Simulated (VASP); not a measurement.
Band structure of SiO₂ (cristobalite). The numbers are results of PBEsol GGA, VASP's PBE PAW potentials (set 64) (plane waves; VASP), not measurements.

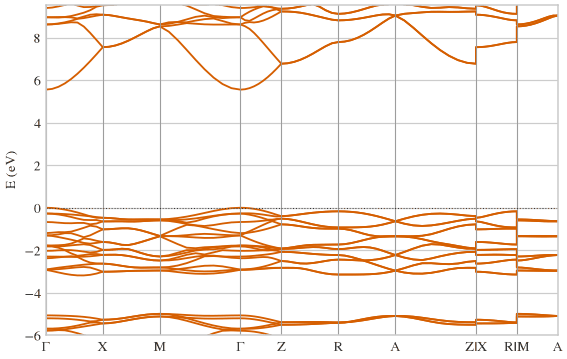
Figure: Bands along high-symmetry lines, zero at the valence-band maximum or, without a gap, the Fermi level

Read the plot: is there a gap, and where are the band edges?

The gap is direct, 5.56 eV, from the valence maximum at Γ to the conduction minimum at Γ. (Edges off the drawn lines would not show.)

The compound is SiO2 in the cristobalite structure. It was relaxed first, which changed the volume by +5 %.
